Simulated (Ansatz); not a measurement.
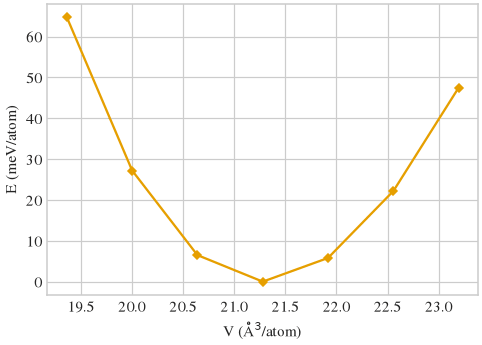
Figure. ZrGe in space group I4_1md (No. 109; Zr on 4a, Ge on 4a) under volume change, the program Ansatz at the PBE level (PAW), shape and atoms relaxed at each volume.

Q: What does a third-order Birch–Murnaghan fit give for V₀, B₀ and B′?

A: V₀ = 21.28 Å³/atom, B₀ = 102 GPa, B′ = 4.1.

A made-up cell: these elements were put on the sites of a structure type; neither database checked (COD, Materials Project) lists it. Whether it is the stable phase at ambient conditions was not checked. The PBE relaxation kept the symmetry of its start; its stability against distortions is not shown here. No spin polarisation was allowed.

Potentials: the later of the program's two PAW sets.
